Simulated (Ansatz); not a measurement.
Consider SrTiO3 (Tausonite).

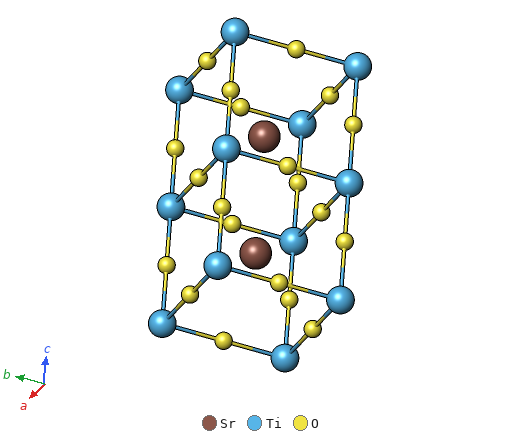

The structure (strontium brown, titanium blue, oxygen yellow). 1×1×2 cells are drawn. Some periodic images of atoms are drawn too.

```xyz
5
Lattice="-3.9053 0.0000 0.0000 0.0000 0.0000 -3.9053 0.0000 -3.9053 0.0000" Properties=species:S:1:pos:R:3 pbc="T T T"
Sr   -1.9526   -1.9526   -1.9526
Ti    0.0000    0.0000    0.0000
O    -1.9526    0.0000    0.0000
O     0.0000    0.0000   -1.9526
O     0.0000   -1.9526    0.0000
```

The cell and positions come from the Crystallography Open Database and are kept as given unless a step says otherwise. The program's search for lower electronic states was switched off, so nothing shows that the state found is the lowest. PAW set soft_2, made with PBE.

A constrained-RPA run (Ansatz 0.2.0; non-magnetic LDA; Ti t2g, bands c1 to c3, 6×6×6 mesh, medium accuracy) builds 3 functions on bands 2.7 eV wide, with 0.0 electrons in the window. The bare on-site interaction is 15.3 eV and the bare J 0.53 eV.

**Question.** Estimate U, U′ and J.

On the Ti t2g shell, U = 3.26 eV (21 % of the bare value), U′ = 2.44 eV, J = 0.40 eV.

The parent state is non-magnetic and the interaction static (zero frequency); U depends on the window and the orbitals, so it belongs to this model alone.

[Paths, hosts, dates, memory and timing lines, banners, echoed tables and standing remarks are left out of the program output.]

[Logs are printed without paths, hosts, clocks, repeated set-up lines and the standing remarks that a program may print on its own settings, such as how far it seeks lower states.]

[Runs of the session that timed out or met a known fault of the program may be left out.]

[Hosts, paths, dates, database ids (printed as entryN), source tags and the programs' standing remarks are cut or masked in the printed files.]
